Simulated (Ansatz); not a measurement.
ClF$_{3}$Ge

Input file:

```
crystal:
  periodic: [false, false, false]
  atoms:
    - { symbol: Ge, position_ang: [0.0, 0.0, 0.0] }
    - { symbol: Cl, position_ang: [0.0, 0.0, 2.22] }
    - { symbol: F, position_ang: [1.5842, 0.0, -0.5594] }
    - { symbol: F, position_ang: [-0.7913, 1.3709, -0.5594] }
    - { symbol: F, position_ang: [-0.7913, -1.3709, -0.5594] }
basis:
  gaussian: { orbitals: def2-SVP }
hamiltonian:
  xc: hf
relax:
  f_tol: 0.02
  max_steps: 40
output:
  orbitals: {}
```

Command:

```sh
ansatz run input.yaml --threads 1 --pin off --max-ram 2048MiB --backend cpu --events-out ev --progress --plain --runs-dir out
```

The fields are those of the run's last geometry, not of the input's.

All numbers below come from Ansatz, RHF/def2-SVP.

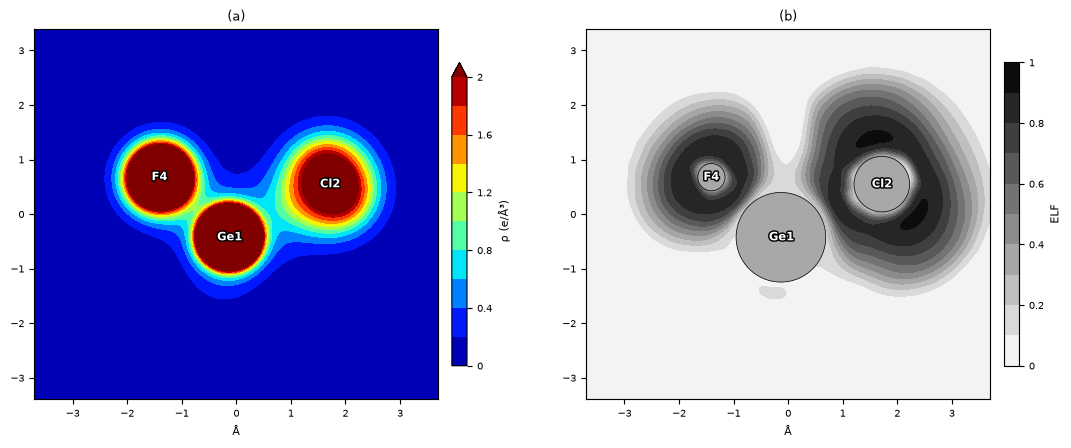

Figure 1. (a) electron density; (b) ELF on the plane of atoms Cl2, Ge1 and F4. Grey discs cover the atomic cores in the ELF map.

Q: What do the fields say about this system?

A:
- Atoms in the plane: Ge, Cl and F.
- Ge–F (1.68 Å): ρ at the midpoint is about 1 e/Å³; the ELF peaks at about 0.80 in the valence shell of F, 0.5 Å from its nucleus, and is about 0.25 at the midpoint.
- Ge–Cl (2.09 Å): ρ at the midpoint is about 0.85 e/Å³, with its minimum of 0.76 e/Å³ about 0.9 Å from Ge; the ELF peaks at about 0.85 in the valence shell of Cl, 0.9 Å from its nucleus, and is about 0.70 at the midpoint.
- The ELF also peaks beside Cl2 and F4, away from the bonds: lone-pair regions.

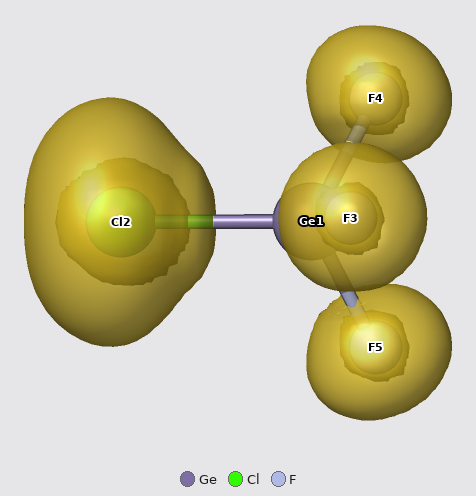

Figure 2. Isosurface of the ELF at 0.75 (yellow), seen across its widest extent. Core shells and regions of very low density are left out.

Q: What do the ELF domains correspond to?

A: The surface consists of one region on Cl in which the atom's valence shell and bonds are merged and three regions wrapped around F (the valence shell of each).

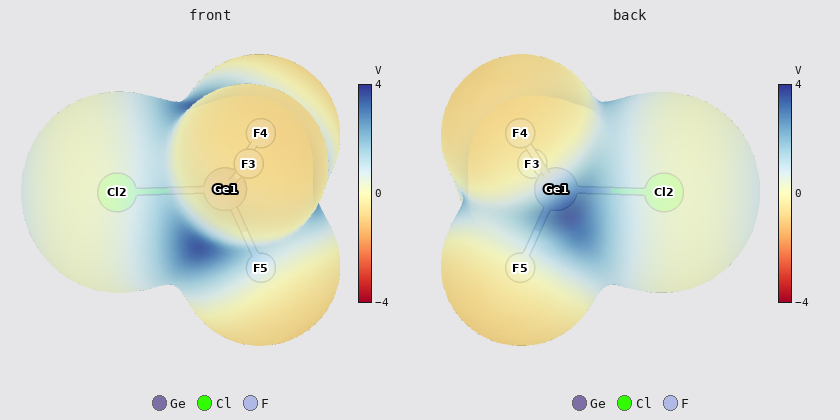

Figure 3. The electrostatic potential painted on the density surface at 0.002 e/bohr³, seen from the front and from behind; red is negative and blue positive.

Q: Describe the electrostatic potential map.

A: The most negative region (about −0.9 V) lies over F3, F4 and F5, the most positive (about +3.5 V) over Ge1. Cl2 shows a σ-hole: about +0.8 V at the tip opposite its bond, against about +0.3 V on its flanks.

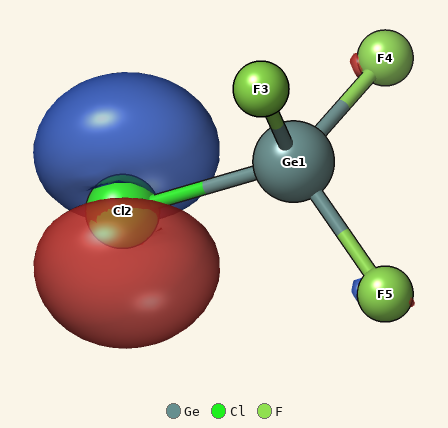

Figure 4. The HOMO at ±0.2 Å⁻³ᐟ² (blue and red are the two phases), seen at a tilt.

Q: What is the character of this orbital?

A: Its weight (Hirshfeld) is mainly on Cl2 (about 90 %); largely a lone pair of Cl2. It is one of a degenerate set, so its orientation is arbitrary. Its energy is −14.22 eV.
